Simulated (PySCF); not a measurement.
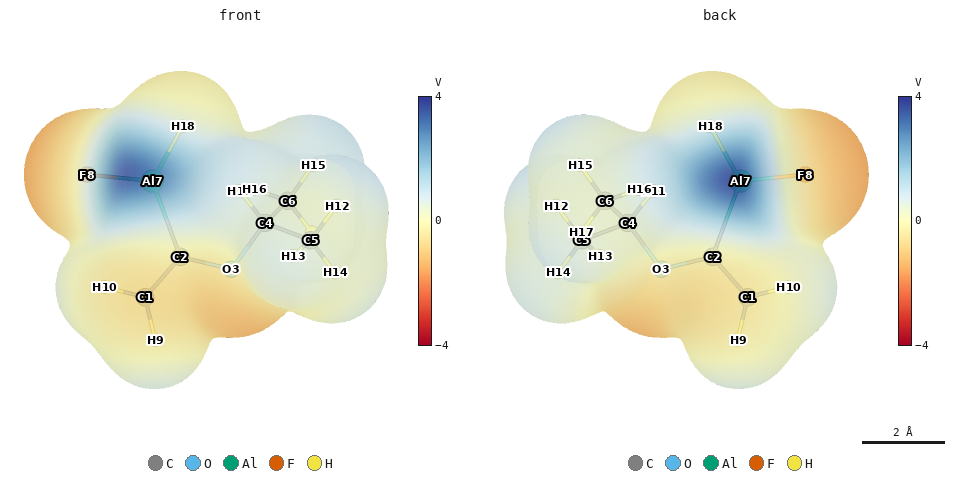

The picture shows: C5H10AlFO (SMILES C=[C](OC(C)C)[AlH][F]). The electrostatic potential painted on the density surface at 0.002 e/bohr³, seen from the front and from behind; the colour scale runs from red (negative) to blue (positive).

Geometry: GFN2-xTB.

These are results of PBE0/pcSseg-1, SCF density, gas phase, non-relativistic (PySCF), not measurements.

```yaml
atoms:
  - { symbol: C, position_ang: [2.0666, -0.9566, -1.7946] }
  - { symbol: C, position_ang: [1.2452, -0.4281, -0.8771] }
  - { symbol: O, position_ang: [0.0286, 0.0612, -1.2550] }
  - { symbol: C, position_ang: [-0.7581, 0.5511, -0.1871] }
  - { symbol: C, position_ang: [-1.8040, 1.4928, -0.7704] }
  - { symbol: C, position_ang: [-1.3937, -0.6035, 0.5812] }
  - { symbol: Al, position_ang: [1.9310, -0.4350, 0.9951] }
  - { symbol: F, position_ang: [3.4852, -0.9304, 1.2255] }
  - { symbol: H, position_ang: [1.8156, -1.0275, -2.8414] }
  - { symbol: H, position_ang: [3.0373, -1.3168, -1.4883] }
  - { symbol: H, position_ang: [-0.0908, 1.1112, 0.5008] }
  - { symbol: H, position_ang: [-2.4164, 1.9133, 0.0220] }
  - { symbol: H, position_ang: [-1.3173, 2.2994, -1.3118] }
  - { symbol: H, position_ang: [-2.4396, 0.9476, -1.4633] }
  - { symbol: H, position_ang: [-1.9872, -0.2287, 1.4100] }
  - { symbol: H, position_ang: [-0.6081, -1.2561, 0.9764] }
  - { symbol: H, position_ang: [-2.0261, -1.1875, -0.0830] }
  - { symbol: H, position_ang: [1.2230, 0.0000, 2.2828] }
```

**Describe the electrostatic potential map.**

The most negative region (about −1.4 V, or −32 kcal/mol for a unit charge) lies over F8, the most positive (about +3.5 V, or +81 kcal/mol for a unit charge) over Al7.

**What dipole moment does the calculation give?**

Its dipole moment is 2.43 D.
